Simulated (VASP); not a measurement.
```yaml
crystal:
  lattice:
    - [0.00000, 2.69308, 2.69308]
    - [2.69308, 0.00000, 2.69308]
    - [2.69308, 2.69308, 0.00000]
  atoms:
    - { symbol: K, position: [0.00000, 0.00000, 0.00000] }
    - { symbol: F, position: [0.50000, 0.50000, 0.50000] }
```

Calculation: PBE GGA with D4 dispersion, VASP's PBE PAW potentials (set 64) (plane waves; VASP 6.6.1). Run with 520 eV cut-off, 10×10×10 Γ-centred mesh, tetrahedra with Blöchl corrections, potentials K_sv F.

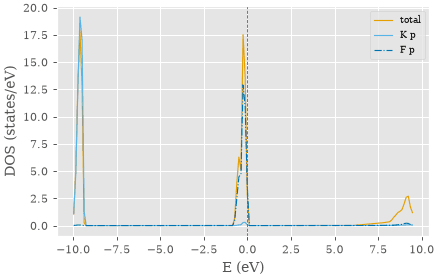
*Total and projected density of states, zero at the valence-band maximum*

Within 2 eV below the valence-band maximum the largest weight inside VASP's projection spheres is F p.

The gap is direct, 6.04 eV, from the valence maximum at Γ to the conduction minimum at Γ.

The compound is KF in the rock salt structure. It was relaxed first.
